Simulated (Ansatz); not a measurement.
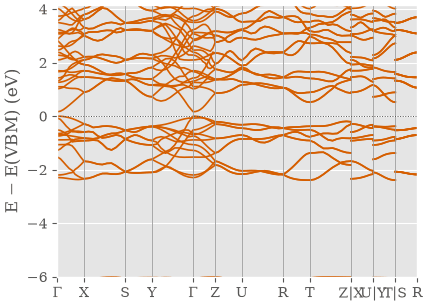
Fig. 1. Band structure from LDA (plane waves, PAW; program Ansatz)

Task: Read off the gap and where the band edges lie.

Result: About 0.2 eV (0.16 eV by a search for the band edges); maximum at Γ, minimum at Γ.

The material is Sr$_{2}$Si in space group Pnma (No. 62; Sr on 4c, Sr on 4c, Si on 4c).

The workflow started from a Materials Project entry (that database holds measured and hypothetical structures alike); the Crystallography Open Database files this formula in space group No. 62, but the cells were not matched. Its standing as an ambient phase is unchecked. The cell was relaxed with LDA under the symmetry of its start; whether a distortion lowers the energy is not shown. Spin–orbit coupling is left out wherever it is not named.

Potentials: the later of the program's two PAW sets.
